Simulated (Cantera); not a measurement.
Charge: 1 mol V, 0.16 mol N2, 4.9 mol N2O, at 1.20e-5 bar.

These are equilibrium values from Cantera (NASA tables, ideal gas, pure condensed phases), not measurements of a reactor. Candidate condensed phases: V, VN, VO, V2O3, V2O4, V2O5; 13 gas species. Condensed phases not in the tables: the oxides between V2O3 and V2O5 other than VO2. Gases not in the tables: V4O10. Rates play no part.

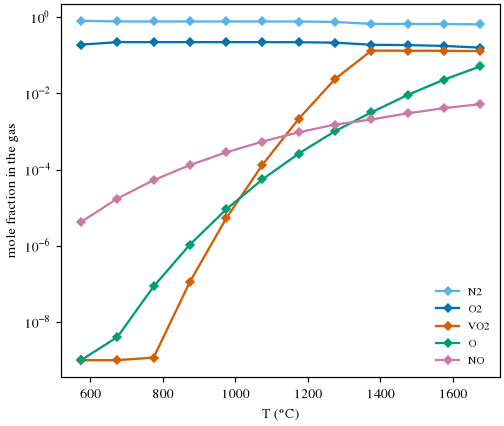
Fig. 1. Equilibrium gas composition (values under 1e-9 drawn at 1e-9)

### Question
Read off the mole fractions at 975 °C.

### Answer
N2 about 0.78, O2 about 0.22, NO about 0.00028, O about 9.1e-6, VO2 about 5.3e-6.
